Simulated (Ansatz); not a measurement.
# C3H12ClGeN3: how energies converge with the basis set

How large a basis does C3H12ClGeN3 need? Two functionals are run in growing sets.

Program: Ansatz 0.2.0, Gaussian basis. Level of theory: one geometry, several basis sets. These are calculated values, not measurements.

The runs, in order: PBE0-D4/def2-SVP; ωB97M-V/def2-SVP; PBE0-D4/def2-QZVPP; ωB97M-V/def2-QZVPP; the functionals' def2-TZVPP values are taken from earlier runs.

**1. The relaxed structure**

All runs share one geometry, relaxed beforehand with PBE0-D4 in a triple-zeta def2 set.

SMILES `C[NH][Ge]([Cl])([NH]C)[NH]C`, 20 atoms, charge 0, spin multiplicity 1.

Atoms are counted from 1 here; the program's logs count them from 0.

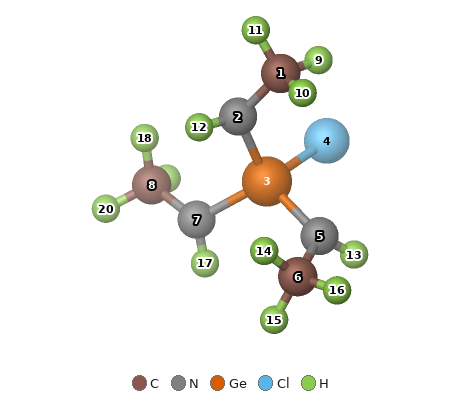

The structure; carbon brown, nitrogen grey, germanium orange, chlorine blue, hydrogen green; atoms are numbered from 1 in the order of the file.

**2. PBE0-D4 in def2-SVP**

Input file in.yaml:

```yaml
crystal:
  periodic: [false, false, false]
  atoms:
    - {symbol: C, position_ang: [2.402755, 1.122691, 0.287597]}
    - {symbol: N, position_ang: [1.483175, 0.117258, -0.203748]}
    - {symbol: Ge, position_ang: [-0.128657, -0.158896, 0.571413]}
    - {symbol: Cl, position_ang: [0.252937, -0.628534, 2.655652]}
    - {symbol: N, position_ang: [-1.212853, 1.291591, 0.679230]}
    - {symbol: C, position_ang: [-1.781414, 1.903520, -0.502100]}
    - {symbol: N, position_ang: [-0.873223, -1.522974, -0.367346]}
    - {symbol: C, position_ang: [-0.210399, -2.812974, -0.456641]}
    - {symbol: H, position_ang: [2.447298, 1.070588, 1.377450]}
    - {symbol: H, position_ang: [2.129909, 2.150517, 0.015940]}
    - {symbol: H, position_ang: [3.411836, 0.926126, -0.085256]}
    - {symbol: H, position_ang: [1.465335, 0.034543, -1.209046]}
    - {symbol: H, position_ang: [-1.794175, 1.341017, 1.500712]}
    - {symbol: H, position_ang: [-1.043190, 1.897805, -1.308524]}
    - {symbol: H, position_ang: [-2.682905, 1.404969, -0.882635]}
    - {symbol: H, position_ang: [-2.030709, 2.951086, -0.308144]}
    - {symbol: H, position_ang: [-1.867604, -1.609907, -0.214221]}
    - {symbol: H, position_ang: [0.858954, -2.660502, -0.612757]}
    - {symbol: H, position_ang: [-0.327487, -3.431736, 0.441715]}
    - {symbol: H, position_ang: [-0.591185, -3.376987, -1.313190]}
basis:
  gaussian: {orbitals: def2-SVP}
hamiltonian: {xc: pbe0, dispersion: d4}
output: {orbitals: {seedname: orbitals}}
```

Run with:

```
$ ansatz run in.yaml --threads 4 --pin off --events-out ev --progress --plain --max-ram 46080MiB --backend cpu
```

After this run come: ωB97M-V in def2-SVP; PBE0-D4 in def2-QZVPP; ωB97M-V in def2-QZVPP.

Q: Predict the results of all the runs planned. Wanted: PBE0-D4: double and triple zeta above quadruple; ωB97M-V: double and triple zeta above quadruple.

As calculated:

| quantity | value |
| --- | --- |
| PBE0-D4: double and triple zeta above quadruple | 22.35, 2.06 eV |
| ωB97M-V: double and triple zeta above quadruple | 22.61, 1.99 eV |

In words: PBE0-D4 gains 20.30 eV from double to triple zeta, then 2.06 eV more. These are total energies; as a rule much of such shifts cancels in differences, which this series doesn't test. The LUMO of ωB97M-V is positive and keeps falling with the basis (2.82 to 1.35 eV): an unbound level that the basis holds in place.
